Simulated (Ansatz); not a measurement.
**Nudged elastic band of C₁₈F (part 3 of 3)**

The same run, continued: C₁₈F (slab, 19 atoms in the cell); DFT PBE, scalar-relativistic, plane waves, PAW, spin-polarised (Ansatz 0.2.0); cutoff 420 eV, 2×2×1 k-mesh, Gaussian smearing of 0.05 eV, collinear spins. It belongs to a series of runs on one base structure; here: band between the two ends.

Geometry of the input (Å; fractional positions):
```
7.3980  0.0000  0.0000
-3.6990  6.4069  0.0000
0.0000  0.0000  12.0000
C  -0.0001  -0.0040  0.0781
C  0.2226  0.1077  0.0746
C  0.0003  0.3300  0.0787
C  0.2220  0.4409  0.0792
C  -0.0001  0.6637  0.0781
C  0.2226  0.7746  0.0746
C  0.3336  -0.0033  0.0743
C  0.5557  0.1077  0.0746
C  0.3343  0.3304  0.0780
C  0.5548  0.4391  0.0838
C  0.3343  0.6637  0.0781
C  0.5548  0.7755  0.0839
C  0.6666  -0.0040  0.0781
C  0.8894  0.1083  0.0792
C  0.6666  0.3304  0.0780
C  0.8894  0.4409  0.0792
C  0.6669  0.6633  0.1111
C  0.8912  0.7755  0.0839
F  0.6669  0.6629  0.2422
```

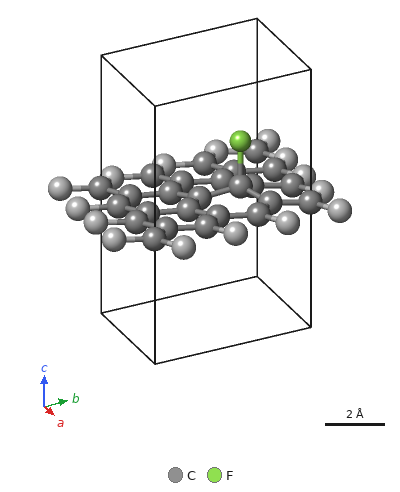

Figure 1. The starting structure (ball-and-stick view of the cell of the calculation, with the vacuum cut short, seen slightly off an axis; neighbours outside the cell are drawn fainter). An atom can appear more than once, as a periodic image.

Output, continued:
```
  k-point 1 ↑: bands = ["-21.8400", "-20.7489", "-20.6249", "-19.4508", "-19.3946", "-16.9782", "-16.9681", "-16.9570", "-16.9426", "-16.1491", "-15.1153", "-13.3104", "-13.3053", "-13.2855", "-13.2745", "-9.9672", "-9.9521", "-9.9404", "-9.9294", "-9.6770", "-9.6714", "-8.6513", "-8.5959", "-8.3331", "-8.3093", "-8.3086", "-7.2356", "-7.2236", "-7.1496", "-7.1416", "-6.0904", "-6.0874", "-4.7868", "-4.6152", "-4.5114", "-4.4526", "-4.2530", "-2.9702", "-2.9255", "-2.2689", "-0.0073", "0.6912", "0.7125", "0.8352", "0.9597", "2.9019", "2.9857", "4.3454", "4.4536", "4.5503", "4.5786", "4.7185", "4.8156", "5.1791", "5.2495", "5.5175", "6.1956", "6.3714", "6.4593"]
  k-point 2 ↑: bands = ["-21.8400", "-20.7491", "-20.6248", "-19.4510", "-19.3945", "-16.9782", "-16.9684", "-16.9570", "-16.9423", "-16.1491", "-15.1153", "-13.3105", "-13.3055", "-13.2853", "-13.2744", "-9.9673", "-9.9521", "-9.9404", "-9.9293", "-9.6771", "-9.6714", "-8.6514", "-8.5958", "-8.3331", "-8.3091", "-8.3087", "-7.2353", "-7.2238", "-7.1494", "-7.1417", "-6.0902", "-6.0878", "-4.7866", "-4.6153", "-4.5114", "-4.4528", "-4.2531", "-2.9702", "-2.9255", "-2.2688", "-0.0073", "0.6912", "0.7124", "0.8352", "0.9599", "2.9019", "2.9857", "4.3454", "4.4536", "4.5500", "4.5788", "4.7185", "4.8156", "5.1791", "5.2494", "5.5175", "6.1956", "6.3714", "6.4591"]
  k-point 3 ↓: bands = ["-21.8393", "-20.7593", "-20.6161", "-19.4484", "-19.3949", "-16.9829", "-16.9747", "-16.9590", "-16.9261", "-16.1549", "-15.1218", "-13.3147", "-13.3101", "-13.2717", "-13.2684", "-9.9573", "-9.9526", "-9.9497", "-9.9411", "-9.6593", "-9.6495", "-8.6604", "-8.5918", "-8.3352", "-8.3234", "-8.3224", "-7.2640", "-7.2590", "-7.1366", "-7.1343", "-6.0667", "-6.0627", "-4.7851", "-4.6290", "-4.5061", "-4.4173", "-4.2741", "-2.9783", "-2.8072", "-2.4338", "0.0478", "0.6672", "0.8099", "0.8193", "0.9157", "2.8995", "2.9915", "4.3227", "4.4578", "4.5333", "4.5808", "4.7153", "4.8159", "5.1767", "5.2518", "5.5232", "6.2000", "6.3635", "6.4771"]
this run last wrote the band of iteration 11 to [file]
--- NEB band (9 images, 11 band iterations, 876 SCF iterations) ---
  forward barrier  = 0.278812 eV
  backward barrier = 0.278812 eV
  lagrangian_above_aufbau_ev (what the smearing adds, to first order; not taken off the barriers): saddle image -0.000000 eV, end points -0.000000 and -0.000000 eV
  climbing image's point = of a kind that is not told: the force calls were inconclusive, a negative curvature could not be distinguished from the path's own, the only one lies far off the path, or fixed occupations may fill a level only in part (lowest curvatures found: -1.42 and 0.57 eV/Å²)
  energies are F+E_penalty+E_count in eV, relative to image 0
  image     s (Å)  Δ vs image 0  max|band force component| (eV/Å)     M (μB)  M_abs (μB)
      0    0.0000      0.000000                                 —    +0.0000      0.0000
      1    0.4016      0.162771                          3.891e-3    +0.0000      0.0000
      2    0.8033      0.278791                          3.527e-3    +0.0000      0.0000
      3    1.2050      0.163571                          1.139e-2    +0.0000      0.0000
      4    1.6067      0.000038                          2.723e-2    +0.0000      0.0000
      5    2.0085      0.162766                          1.185e-2    +0.0000      0.0000
  *   6    2.4103      0.278812                          1.087e-2    +0.0000      0.0000
      7    2.8132      0.162589                          8.107e-3    +0.0000      0.0000
      8    3.2162     -0.000000                                 —    +0.0000      0.0000
  climbing-image geometry (image 6):
  cell:  # Å, volume = 568.7750 Å³
    - [7.398, 0.0, 0.0]
    - [-3.699, 6.406856, 0.0]
    - [0.0, 0.0, 12.0]
  atoms:
    - { symbol: C, position: [-0.0013507125665510682, -0.006149631370680766, 0.0797110745785493] }
    - { symbol: C, position: [0.22095140603324112, 0.10464093231089323, 0.07870994630572911] }
    - { symbol: C, position: [-0.0010796321495053218, 0.32722011197639, 0.0785827939770797] }
    - { symbol: C, position: [0.22137032130642836, 0.4378822510208193, 0.07875310624542702] }
    - { symbol: C, position: [-0.0009901815393559832, 0.6602051950000555, 0.08485729349891996] }
    - { symbol: C, position: [0.2210891959352339, 0.7712858002859004, 0.07966011109353119] }
    - { symbol: C, position: [0.33197395682217545, -0.006391120601376107, 0.07868774104711455] }
    - { symbol: C, position: [0.5543397632639552, 0.10489964244859504, 0.07816776206262581] }
    - { symbol: C, position: [0.3322148643720153, 0.32702045767919496, 0.07820715850837355] }
    - { symbol: C, position: [0.554604672152547, 0.43827808969534066, 0.0787124763889264] }
    - { symbol: C, position: [0.33199908623418617, 0.6603208258025856, 0.07859816511124501] }
    - { symbol: C, position: [0.5544680914050881, 0.771602735868787, 0.07863039284186013] }
    - { symbol: C, position: [0.6652104756516192, -0.005972202125092693, 0.07876504166407432] }
    - { symbol: C, position: [0.8876434619651231, 0.10474185801200875, 0.07861076709532307] }
    - { symbol: C, position: [0.6656137254801515, 0.3272582919215942, 0.07866520683792239] }
    - { symbol: C, position: [0.887927694842742, 0.43809631884516925, 0.07965314824930257] }
    - { symbol: C, position: [0.6653341072198794, 0.6605797142808768, 0.07973607034840877] }
    - { symbol: C, position: [0.8874372239440109, 0.7717655785751601, 0.08487561874780566] }
    - { symbol: F, position: [0.9431609121270155, 0.7159066603737784, 0.2559155353977814] }
```

The last band as extended XYZ (Å, eV, eV/Å):
```
19
Lattice="7.3980 0.0000 0.0000 -3.6990 6.4069 0.0000 0.0000 0.0000 12.0000" Properties=species:S:1:pos:R:3:forces:R:3 image=0 energy=-5323.15415
C     0.0143   -0.0256    0.9370   -0.0012   0.0065   0.0012
C     1.2481    0.6902    0.8948    0.0014  -0.0028  -0.0063
C    -1.2187    2.1144    0.9442    0.0003  -0.0004   0.0005
C     0.0116    2.8247    0.9504    0.0033   0.0022   0.0030
C    -2.4554    4.2522    0.9368    0.0058  -0.0047  -0.0001
C    -1.2187    4.9629    0.8952    0.0015  -0.0006  -0.0045
C     2.4803   -0.0212    0.8912    0.0000  -0.0001  -0.0013
C     3.7125    0.6902    0.8947    0.0007  -0.0032  -0.0047
C     1.2511    2.1166    0.9362   -0.0069  -0.0014   0.0030
C     2.4803    2.8132    1.0052    0.0007   0.0170   0.0015
C     0.0181    4.2522    0.9373   -0.0074  -0.0050  -0.0008
C     1.2361    4.9683    1.0070    0.0190  -0.0091   0.0001
C     4.9463   -0.0256    0.9373    0.0014   0.0078   0.0007
C     6.1793    0.6937    0.9507   -0.0008  -0.0047   0.0015
C     3.7096    2.1165    0.9359    0.0072  -0.0005   0.0032
C     4.9490    2.8247    0.9501   -0.0044   0.0019   0.0038
C     2.4805    4.2496    1.3337    0.0000   0.0023  -0.0115
C     3.7246    4.9683    1.0063   -0.0181  -0.0095   0.0007
F     2.4817    4.2473    2.9060   -0.0025   0.0042   0.0099
19
Lattice="7.3980 0.0000 0.0000 -3.6990 6.4069 0.0000 0.0000 0.0000 12.0000" Properties=species:S:1:pos:R:3:forces:R:3 image=1 energy=-5322.99138
C     0.0151   -0.0319    0.9255    0.0241   0.0089  -0.0429
C     1.2474    0.6817    0.9221    0.0215   0.0145  -0.0298
C    -1.2222    2.1028    0.9427    0.0177   0.0102   0.0057
C     0.0086    2.8134    0.9551    0.0223   0.0129   0.0131
C    -2.4522    4.2417    0.9256    0.0191   0.0147  -0.0433
C    -1.2181    4.9521    0.9222    0.0236   0.0103  -0.0300
C     2.4796   -0.0312    0.9274    0.0184   0.0111  -0.0250
C     3.7107    0.6796    0.9275    0.0163   0.0091  -0.0153
C     1.2481    2.1076    0.9536    0.0216   0.0150   0.0144
C     2.4786    2.8121    0.9975    0.0244   0.0047   0.0571
C     0.0171    4.2397    0.9537    0.0237   0.0117   0.0140
C     1.2424    4.9532    0.9976    0.0178   0.0193   0.0572
C     4.9446   -0.0350    0.9466    0.0200   0.0080   0.0034
C     6.1764    0.6805    0.9439    0.0181   0.0151  -0.0005
C     3.7087    2.1055    0.9466    0.0181   0.0134   0.0030
C     4.9444    2.8144    0.9440    0.0219   0.0090  -0.0009
C     2.4914    4.2469    1.1768    0.0387   0.0199   0.2235
C     3.7269    4.9601    0.9561    0.0342   0.0230  -0.0847
F     2.7916    4.4194    2.9854   -0.4017  -0.2308  -0.1191
19
Lattice="7.3980 0.0000 0.0000 -3.6990 6.4069 0.0000 0.0000 0.0000 12.0000" Properties=species:S:1:pos:R:3:forces:R:3 image=2 energy=-5322.87536
C     0.0161   -0.0395    0.9561    0.0022  -0.0003   0.0000
C     1.2475    0.6710    0.9436   -0.0019  -0.0005   0.0001
C    -1.2190    2.0953    0.9387   -0.0015  -0.0013  -0.0001
C     0.0111    2.8055    0.9456    0.0020   0.0011   0.0004
C    -2.4501    4.2324    0.9563   -0.0014   0.0025  -0.0007
C    -1.2191    4.9436    0.9437   -0.0022  -0.0025  -0.0006
C     2.4836   -0.0382    0.9455    0.0036   0.0011   0.0005
C     3.7138    0.6720    0.9385   -0.0024  -0.0006   0.0004
C     1.2472    2.0964    0.9435    0.0000  -0.0017   0.0000
C     2.4786    2.8069    0.9560    0.0010   0.0007  -0.0001
C     0.0151    4.2306    0.9437   -0.0007   0.0012  -0.0001
C     1.2461    4.9418    0.9561   -0.0009   0.0009  -0.0002
C     4.9474   -0.0408    0.9443    0.0020   0.0002   0.0003
C     6.1794    0.6705    0.9443    0.0000   0.0013  -0.0001
C     3.7133    2.0968    0.9443    0.0006  -0.0008   0.0001
C     4.9453    2.8080    0.9445    0.0030   0.0007  -0.0010
C     2.4781    4.2298    1.0174   -0.0012  -0.0009   0.0021
C     3.7160    4.9445    1.0173   -0.0016  -0.0013  -0.0008
F     3.0967    4.5858    3.0707   -0.0009   0.0002  -0.0002
19
Lattice="7.3980 0.0000 0.0000 -3.6990 6.4069 0.0000 0.0000 0.0000 12.0000" Properties=species:S:1:pos:R:3:forces:R:3 image=3 energy=-5322.99058
C     0.0162   -0.0449    0.9977   -0.0234  -0.0057   0.0573
C     1.2466    0.6598    0.9537   -0.0158  -0.0185   0.0146
C    -1.2159    2.0876    0.9277   -0.0173  -0.0081  -0.0153
C     0.0152    2.7985    0.9274   -0.0142  -0.0142  -0.0246
C    -2.4463    4.2209    0.9977   -0.0207  -0.0215   0.0568
C    -1.2210    4.9345    0.9537   -0.0280  -0.0124   0.0141
C     2.4861   -0.0461    0.9550   -0.0173  -0.0121   0.0135
C     3.7170    0.6646    0.9425   -0.0221  -0.0102   0.0060
C     1.2475    2.0856    0.9221   -0.0300  -0.0088  -0.0299
C     2.4795    2.7995    0.9254   -0.0157  -0.0149  -0.0424
C     0.0141    4.2220    0.9221   -0.0246  -0.0113  -0.0300
C     1.2481    4.9324    0.9253   -0.0194  -0.0074  -0.0418
C     4.9483   -0.0471    0.9438   -0.0167  -0.0128  -0.0002
C     6.1841    0.6616    0.9467   -0.0213  -0.0094   0.0030
C     3.7163    2.0869    0.9439   -0.0158  -0.0146  -0.0004
C     4.9482    2.8022    0.9468   -0.0176  -0.0067   0.0022
C     2.4672    4.2143    0.9560   -0.0393  -0.0306  -0.0842
C     3.7028    4.9271    1.1765   -0.0420  -0.0127   0.2205
F     3.4016    4.7530    2.9860    0.4011   0.2318  -0.1189
19
Lattice="7.3980 0.0000 0.0000 -3.6990 6.4069 0.0000 0.0000 0.0000 12.0000" Properties=species:S:1:pos:R:3:forces:R:3 image=4 energy=-5323.15411
C     0.0145   -0.0469    1.0073   -0.0007   0.0092  -0.0028
C     1.2432    0.6508    0.9372    0.0265  -0.0118   0.0021
C    -1.2176    2.0770    0.8942    0.0102   0.0134   0.0001
C     0.0144    2.7890    0.8896    0.0036  -0.0163  -0.0009
C    -2.4401    4.2062    1.0078   -0.0081  -0.0111  -0.0076
C    -1.2222    4.9226    0.9371   -0.0032   0.0000   0.0017
C     2.4831   -0.0569    0.9512   -0.0063  -0.0030  -0.0010
C     3.7135    0.6535    0.9446   -0.0027   0.0060   0.0012
C     1.2466    2.0770    0.8936   -0.0154   0.0161  -0.0013
C     2.4801    2.7931    0.9360    0.0113  -0.0015   0.0021
C     0.0145    4.2117    0.8931   -0.0004   0.0014   0.0009
C     1.2512    4.9225    0.9349   -0.0038   0.0099   0.0071
C     4.9438   -0.0568    0.9501    0.0101  -0.0088   0.0003
C     6.1838    0.6508    0.9367   -0.0271  -0.0091   0.0034
C     3.7135    2.0743    0.9512   -0.0023  -0.0135  -0.0011
C     4.9467    2.7929    0.9376   -0.0049   0.0085  -0.0022
C     2.4691    4.2062    1.0049    0.0113  -0.0083   0.0093
C     3.7132    4.9234    1.3351    0.0053   0.0181  -0.0142
F     3.7124    4.9223    2.9077   -0.0033   0.0007   0.0027
19
Lattice="7.3980 0.0000 0.0000 -3.6990 6.4069 0.0000 0.0000 0.0000 12.0000" Properties=species:S:1:pos:R:3:forces:R:3 image=5 energy=-5322.99139
C     0.0128   -0.0447    0.9966    0.0151  -0.0116   0.0600
C     1.2429    0.6616    0.9462    0.0204  -0.0083   0.0050
C    -1.2185    2.0856    0.9223    0.0223  -0.0153  -0.0291
C     0.0137    2.7985    0.9278    0.0177  -0.0144  -0.0256
C    -2.4384    4.2141    0.9569    0.0447  -0.0221  -0.0899
C    -1.2192    4.9324    0.9263    0.0132  -0.0204  -0.0461
C     2.4786   -0.0472    0.9440    0.0226  -0.0081  -0.0010
C     3.7100    0.6644    0.9425    0.0213  -0.0096   0.0085
C     1.2448    2.0875    0.9278    0.0159  -0.0101  -0.0172
C     2.4787    2.8020    0.9469    0.0185  -0.0028   0.0011
C     0.0148    4.2219    0.9227    0.0246  -0.0026  -0.0286
C     1.2499    4.9345    0.9538    0.0328  -0.0245   0.0109
C     4.9410   -0.0462    0.9548    0.0113  -0.0063   0.0137
C     6.1803    0.6598    0.9531    0.0226  -0.0157   0.0150
C     3.7106    2.0868    0.9442    0.0159  -0.0213  -0.0016
C     4.9473    2.7992    0.9262    0.0208  -0.0068  -0.0452
C     2.4753    4.2207    0.9971    0.0133  -0.0087   0.0589
C     3.7239    4.9274    1.1758    0.0470  -0.0234   0.2247
F     4.0233    4.7543    2.9849   -0.4002   0.2320  -0.1136
19
Lattice="7.3980 0.0000 0.0000 -3.6990 6.4069 0.0000 0.0000 0.0000 12.0000" Properties=species:S:1:pos:R:3:forces:R:3 image=6 energy=-5322.87534
C     0.0128   -0.0394    0.9565   -0.0075  -0.0023  -0.0006
C     1.2475    0.6704    0.9445    0.0035   0.0009  -0.0010
C    -1.2184    2.0965    0.9430    0.0071  -0.0015   0.0013
C     0.0180    2.8054    0.9450   -0.0071   0.0007   0.0017
C    -2.4494    4.2298    1.0183   -0.0001  -0.0059  -0.0070
C    -1.2174    4.9415    0.9559    0.0001   0.0089   0.0039
C     2.4796   -0.0409    0.9443   -0.0088   0.0037  -0.0010
C     3.7130    0.6721    0.9380    0.0108  -0.0095   0.0015
C     1.2481    2.0952    0.9385    0.0010   0.0004   0.0002
C     2.4818    2.8080    0.9446   -0.0103  -0.0013  -0.0010
C     0.0136    4.2306    0.9432    0.0027  -0.0057   0.0006
C     1.2478    4.9435    0.9436    0.0051  -0.0018   0.0006
C     4.9433   -0.0383    0.9452   -0.0092   0.0064   0.0001
C     6.1793    0.6711    0.9433    0.0013  -0.0029   0.0006
C     3.7137    2.0967    0.9440   -0.0016   0.0031   0.0018
C     4.9484    2.8068    0.9558   -0.0074   0.0063   0.0028
C     2.4787    4.2322    0.9568    0.0091   0.0072  -0.0031
C     3.7105    4.9446    1.0185    0.0110  -0.0070  -0.0018
F     4.3294    4.5867    3.0710    0.0003   0.0002   0.0004
19
Lattice="7.3980 0.0000 0.0000 -3.6990 6.4069 0.0000 0.0000 0.0000 12.0000" Properties=species:S:1:pos:R:3:forces:R:3 image=7 energy=-5322.99156
C     0.0137   -0.0318    0.9260   -0.0270   0.0084  -0.0434
C     1.2504    0.6806    0.9441   -0.0189   0.0136  -0.0016
C    -1.2192    2.1077    0.9533   -0.0249   0.0116   0.0145
C     0.0202    2.8135    0.9549   -0.0232   0.0129   0.0136
C    -2.4626    4.2467    1.1763   -0.0402   0.0226   0.2273
C    -1.2138    4.9531    0.9973   -0.0150   0.0191   0.0562
C     2.4821   -0.0351    0.9465   -0.0190   0.0094   0.0033
C     3.7160    0.6796    0.9273   -0.0145   0.0085  -0.0150
C     1.2510    2.1028    0.9427   -0.0168   0.0104   0.0064
C     2.4824    2.8145    0.9442   -0.0241   0.0086  -0.0010
C     0.0116    4.2397    0.9535   -0.0238   0.0127   0.0140
C     1.2468    4.9522    0.9222   -0.0204   0.0092  -0.0286
C     4.9472   -0.0312    0.9273   -0.0221   0.0115  -0.0246
C     6.1793    0.6817    0.9221   -0.0177   0.0149  -0.0285
C     3.7180    2.1055    0.9465   -0.0152   0.0103   0.0039
C     4.9482    2.8120    0.9973   -0.0244   0.0090   0.0556
C     2.4809    4.2417    0.9262   -0.0198   0.0182  -0.0452
C     3.6999    4.9602    0.9569   -0.0333   0.0199  -0.0899
F     4.6362    4.4191    2.9854    0.4001  -0.2306  -0.1169
19
Lattice="7.3980 0.0000 0.0000 -3.6990 6.4069 0.0000 0.0000 0.0000 12.0000" Properties=species:S:1:pos:R:3:forces:R:3 image=8 energy=-5323.15415
C     0.0143   -0.0256    0.9373    0.0014   0.0078   0.0007
C     1.2473    0.6937    0.9507   -0.0008  -0.0047   0.0015
C    -1.2224    2.1165    0.9359    0.0072  -0.0004   0.0032
C     0.0170    2.8247    0.9501   -0.0044   0.0019   0.0038
C    -2.4515    4.2496    1.3337    0.0000   0.0023  -0.0115
C    -1.2074    4.9683    1.0063   -0.0181  -0.0095   0.0007
C     2.4803   -0.0256    0.9370   -0.0012   0.0065   0.0012
C     3.7141    0.6902    0.8948    0.0014  -0.0028  -0.0063
C     1.2473    2.1144    0.9442    0.0003  -0.0004   0.0005
C     2.4776    2.8247    0.9504    0.0033   0.0022   0.0030
C     0.0106    4.2522    0.9368    0.0058  -0.0047  -0.0001
C     1.2473    4.9629    0.8952    0.0015  -0.0006  -0.0045
C     4.9463   -0.0212    0.8912    0.0000  -0.0001  -0.0013
C     6.1785    0.6902    0.8947    0.0007  -0.0032  -0.0047
C     3.7171    2.1166    0.9362   -0.0069  -0.0014   0.0030
C     4.9463    2.8132    1.0052    0.0008   0.0170   0.0015
C     2.4841    4.2522    0.9373   -0.0074  -0.0049  -0.0008
C     3.7021    4.9683    1.0070    0.0190  -0.0091   0.0001
F     4.9477    4.2473    2.9060   -0.0025   0.0042   0.0099
```
